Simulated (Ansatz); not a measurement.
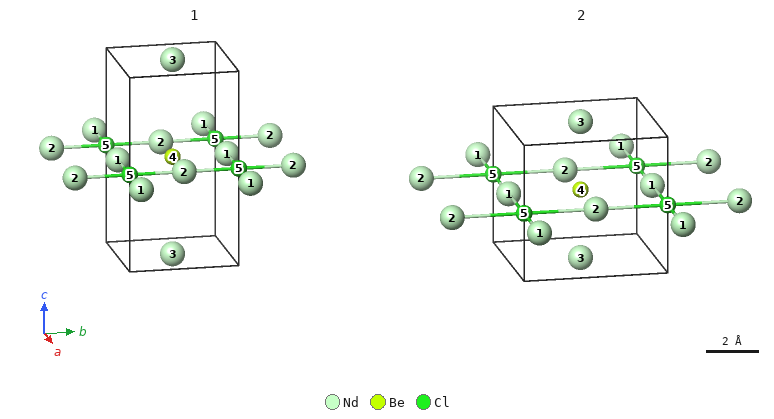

Two geometries of crystalline Nd3BeCl (a generated structure, set up in P4/mmm) (coarse preliminary run), drawn at one scale. One is the start of a relaxation, the other its converged end. Style: ball-and-stick. Shown: the cell of the calculation, slightly off an axis.

The calculation used DFT PBE, scalar-relativistic, plane waves, PAW; 4f electrons in the core of a trivalent norm-conserving potential in Ansatz. (plane-wave cutoff 660 eV; k-point mesh 4 × 4 × 2; occupations gaussian; smearing width 0.1 eV; no spin polarisation; cell and atoms relaxed; force threshold 0.04 eV/Å; at most 70 steps)

### Which geometry has the lower energy?

Structure 2 is the relaxed one. After 11 accepted moves (13 points after the start) the energy has fallen by 3242 meV per atom. All forces vanish by symmetry, so only the cell relaxes. Pressure: 48.70 GPa at the start and −0.01 GPa at the end. The SCF was repeated twice at an unchanged geometry on a basis and grid sized afresh for the cell, which shifted the energy by 58.5 meV per atom at most. The atoms keep their places relative to the cell (all moves are under 0.005 Å). Cell: a = b 4.300 → 5.659 Å (+31.6 %), c 7.774 → 5.440 Å (−30.0 %). Volume +21.2 %. Among the contacts that change: Nd3–Be4 3.887 → 2.720 Å, Nd1–Nd2 3.041 → 4.002 Å, Nd1–Cl5 2.150 → 2.830 Å, Nd1–Be4 2.150 → 2.830 Å. The space group stays P4/mmm (No. 123). The run took 3.2 min on 1 thread of Intel(R) Xeon(R) Processor @ 2.50GHz (Skylake/Cascade Lake), on a shared host, peak memory 0.5 GiB.

Limits of the set-up: the k-point mesh is coarse for a cell with partly filled bands; layers or molecules are held without a dispersion correction, so their spacing is unreliable.
